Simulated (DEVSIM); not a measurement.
Device: Schottky contact on p-type Si, at 250 K.

```tsv
layer (left to right)	material	thickness (μm)	Na (cm⁻³)	τn (s)	τp (s)
1	Si	1.70	4.5e14	2.7e-5	2.7e-5
```

Left contact: Schottky, work function 4.414 eV, emission velocity 6.1e6 cm/s. Right contact: ohmic. Voltage is applied to the left contact. Recombination: SRH at mid-gap, radiative. Mobility is constant in doping.

Constants are typed, rounded textbook-type inputs, not results; the design itself was drawn at random and stands for no fabricated device. Values at 300 K; Nc and Nv go as T^1.5, mobilities as T to minus their exponent, the gap by Varshni's rule with the affinity fixed.

| parameter | Si |
|---|---|
| gap (eV) | 1.124 |
| affinity (eV) | 4.05 |
| permittivity | 11.7 |
| Nc (cm⁻³) | 2.86e19 |
| Nv (cm⁻³) | 3.1e19 |
| μn (cm²/Vs) | 1417 |
| μp (cm²/Vs) | 470 |
| T exponent of μn | 2.3 |
| T exponent of μp | 2.2 |
| B (cm³/s) | 4.7e-15 |
| Varshni α (eV/K) | 0.000473 |
| Varshni β (K) | 636 |

Simulated with DEVSIM: 1D drift-diffusion, Boltzmann statistics, complete ionisation; no tunnelling, impact ionisation, image-force lowering or self-heating. Metal contacts follow the ideal Schottky-Mott rule: no Fermi-level pinning, no interface dipoles.

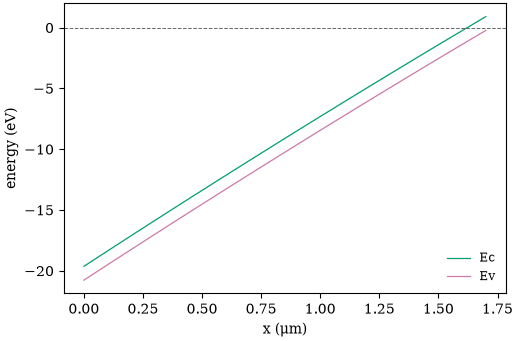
Figure. Band edges at 20.0 V on the left contact

Energies count from the Fermi level of the right contact; mesh points crowd at the junctions.

```
x (μm)    Ec (eV)  Ev (eV)  n (cm⁻³)  p (cm⁻³)  field (V/cm)
--------  -------  -------  --------  --------  ------------
0.000     -19.636  -20.772    1.0e12       410        130000
0.009229  -19.519  -20.655     4.4e9       410        130000
0.02190   -19.359  -20.495   2600000       410        130000
0.03682   -19.170  -20.306       420       410        130000
0.07046   -18.745  -19.881     < 1e2       410        130000
0.1060    -18.297  -19.433     < 1e2       410        130000
0.1548    -17.683  -18.819     < 1e2       420        130000
0.2421    -16.588  -17.724     < 1e2       420        130000
0.3417    -15.347  -16.483     < 1e2       420        120000
0.4784    -13.653  -14.789     < 1e2       420        120000
0.6394    -11.676  -12.812     < 1e2       430        120000
0.9783     -7.572   -8.708     < 1e2       440        120000
1.181      -5.153   -6.289     < 1e2       440        120000
1.329      -3.410   -4.546     < 1e2       450        120000
1.458      -1.894   -3.030     < 1e2       450        120000
1.531      -1.052   -2.188     < 1e2       450        120000
1.583      -0.441   -1.577     < 1e2       450        120000
1.618      -0.046   -1.182     < 1e2       460        120000
1.656       0.391   -0.745     < 1e2     23000        120000
1.674       0.607   -0.529     < 1e2     5.1e8        120000
1.688       0.765   -0.372     < 1e2    7.6e11        110000
1.700       0.902   -0.234     < 1e2    4.5e14        110000
```
